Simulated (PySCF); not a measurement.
**C$_{3}$H$_{3}$N, triplet, SMILES `C[C]C#N`: what the electrons do**

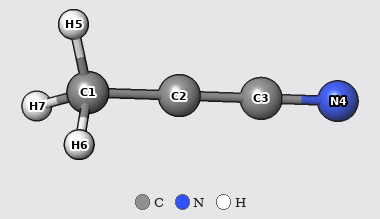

The molecule, with its atoms numbered as below. No frequency check shows the geometry to be a minimum.

Geometry (Å), atoms numbered from 1:

```
C1       1.8172   -0.0002    0.0008
C2       0.3919    0.0006   -0.0015
C3      -0.8832    0.0001   -0.0002
N4      -2.0803   -0.0003    0.0006
H5       2.2022    0.9448   -0.3961
H6       2.2021   -0.8170   -0.6188
H7       2.2023   -0.1292    1.0163
```

Part 1: Bonding charge

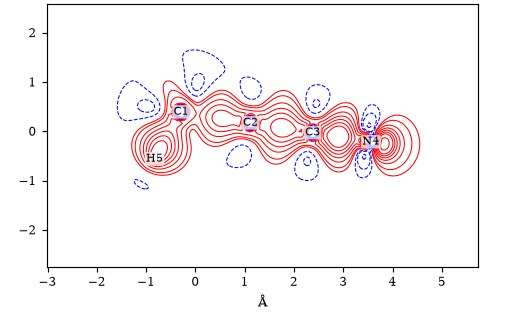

Deformation density (molecule less spherical, spin-averaged free atoms) in the plane of C1, C2, C3, N4 and H5; contours at ±0.05 to ±0.8 e/Å³; solid red lines: gain, dashed blue lines: loss.

Level of theory: PBE/cc-pVDZ (PySCF), at a geometry from GFN2-xTB. The stability of the open-shell solution wasn't checked. This spin state may not be the molecule's ground state. GFN2-xTB doesn't know the spin state, so this open-shell geometry is rough.

> How much density has each bond in this plane gained at its critical point, relative to the free atoms?

C3–N4: +0.71 e/Å³ at the bond critical point (bond length 1.20 Å, Mayer order 2.6). C1–H5: +0.61 e/Å³ at the bond critical point (bond length 1.09 Å, Mayer order 0.9). C2–C3: +0.59 e/Å³ at the bond critical point (bond length 1.27 Å, Mayer order 1.6). C1–C2: +0.42 e/Å³ at the bond critical point (bond length 1.43 Å, Mayer order 1.3). In all, 1.4 electrons gather in the regions of gain relative to the promolecule.

Part 2: Bond critical points

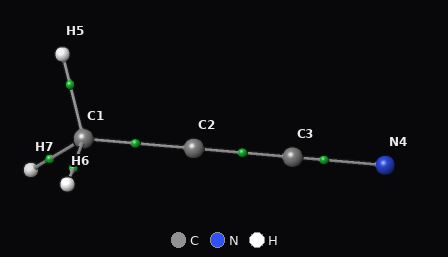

Molecular graph of the electron density (QTAIM): bond paths, bond critical points (green), ring points (magenta, if any); weak paths are dashed.

> How many critical points of each kind are there, and does the count close?

7 nuclei, 6 bond, 0 ring and 0 cage critical points: 7 − 6 + 0 − 0 = 1, as the Poincaré–Hopf relation requires.

> Tabulate density, Laplacian, ellipticity and energy density at the bond critical points (atomic units).

```tsv
bond	length (Å)	ρ (a.u.)	∇²ρ (a.u.)	ε	H (a.u.)
C3–N4	1.197	0.434	−0.17	0.00	−0.806
C2–C3	1.275	0.349	−0.87	0.00	−0.399
C1–C2	1.425	0.274	−0.61	0.00	−0.243
C1–H7 (3 alike)	1.094	0.269	−0.97	0.01	−0.284
```

> What kind of interaction is C1–H7?

Shared-shell (covalent): ρ = 0.269, ∇²ρ = −0.97, H = −0.284 a.u.

Part 3: Local ionisation energy

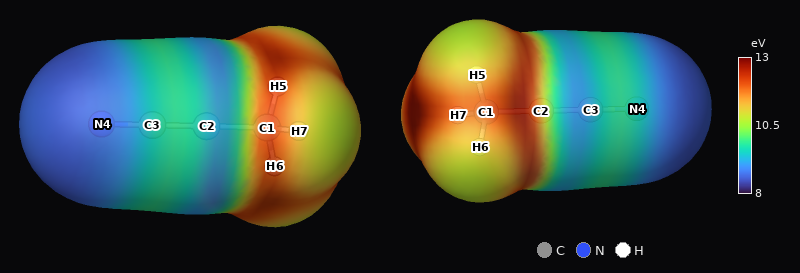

Average local ionisation energy on the surface of electron density 0.001 a.u. (back view left, front view right).

> Where are the most loosely bound electrons on this surface?

The lowest value is 8.5 eV, 1.8 Å from N4, and at like points elsewhere. Further minima include 9.1 eV, 2.0 Å from C2, and at like points elsewhere; 10.6 eV, 1.3 Å from H6. For comparison, the highest occupied orbital lies at −5.5 eV.

Part 4: Spin density

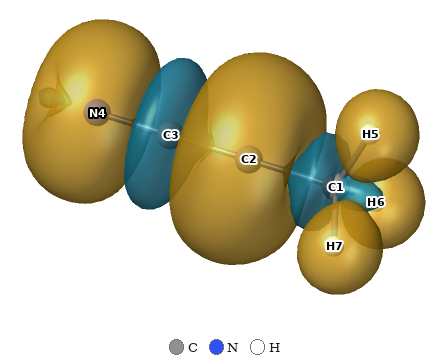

Spin density ρα − ρβ at ±0.01 e/Å³ (yellow: excess α, teal: excess β).

> How is the spin shared among the atoms?

Hirshfeld spin populations: C2 +0.92, N4 +0.78, C1 +0.09, C3 +0.08 and H5, H6 and H7 +0.04. ⟨S²⟩ = 2.02, against 2.00 for a pure state. The picture also shows regions of β spin from spin polarisation; the Hirshfeld sums, whose atoms overlap, net them against the α spin of neighbours.

Part 5: In an electric field

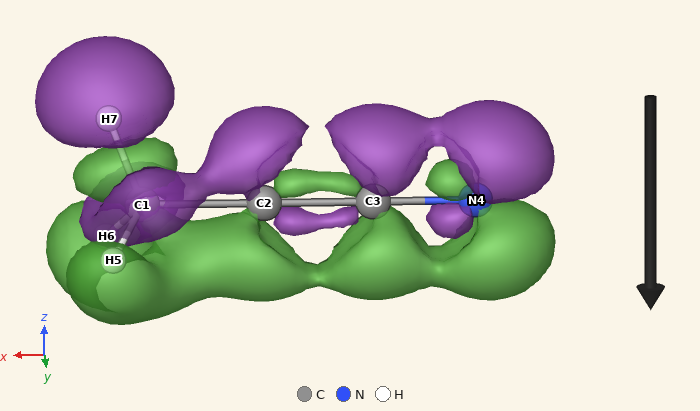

Change of the electron density in a uniform field of 0.26 V/Å along −z (arrow), surfaces at ±0.0015 e/Å³ (purple: gain, green: loss).

Level of theory: PBE0/6-31+G* (PySCF), at a geometry from GFN2-xTB. The basis has diffuse s and p functions alone, which still leaves polarisabilities too small, most of all across bonds. The stability of the open-shell solution wasn't checked. This spin state may not be the molecule's ground state. GFN2-xTB doesn't know the spin state, so this open-shell geometry is rough.

> How large is the response?

The induced dipole is 0.31 D (along the field); α along this axis, from the fields in both directions, is 24 bohr³ (3.6 Å³).

> Which atoms gain and lose the most charge?

Electrons gather most on H7 (Hirshfeld charge changes by −0.009 e) and leave H6 most (+0.005 e); 0.037 electrons are displaced in all.
